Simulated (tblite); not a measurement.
# C4H10BSi: the cost of one run

Computed with tblite 0.8.0 and PySCF 2.14.0, with density-fitted response routines of our own, on a single molecule in the gas phase. Atoms count from 0, in the outputs and in this text.

### Step 1. The starting structure

16 atoms, charge 0, multiplicity 2; geometry from: force field or distance geometry start.

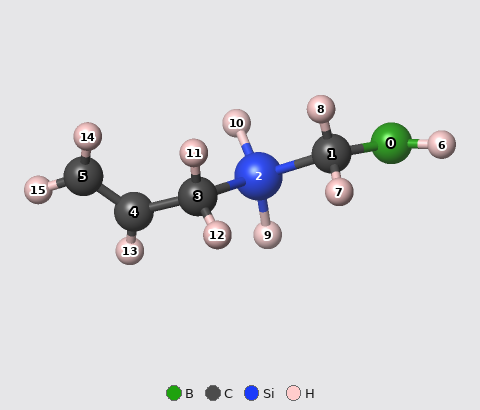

The starting geometry (boron green, carbon dark grey, silicon blue, hydrogen pink), atoms numbered.

### Step 2. Geometry optimisation with GFN2-xTB

The job: settings as JSON, then the geometry in Å.

```
{"job": {"kind": "relax", "xc": "GFN2-xTB", "basis": "xTB"}, "charge": 0, "multiplicity": 2}
B      3.447400    -0.847800     0.008000
C      2.194900     0.121200     0.116800
Si     0.587800    -0.807300     0.300300
C     -0.705300     0.529900     0.639300
C     -2.088800    -0.020500     0.725400
C     -3.024200     0.422700    -0.130200
H      4.499000    -0.363400     0.221700
H      2.258800     0.816900     0.991500
H      2.120000     0.713600    -0.796100
H      0.585800    -1.714400     1.481200
H      0.272800    -1.564200    -0.928000
H     -0.642000     1.225600    -0.224700
H     -0.396600     1.090400     1.545500
H     -2.305500    -0.780000     1.472200
H     -2.800100     1.196400    -0.886800
H     -4.011600    -0.010200    -0.012600
```

Launch:

```sh
$ OMP_NUM_THREADS=1 python probes_run.py task.json out
```

This one command runs all jobs of the session in turn.

**Question.** How long does this first job take on 1 thread of Arm Neoverse N1, shared host, and how much memory does it need?

About 1.1 s, with a peak of 0.18 GiB.
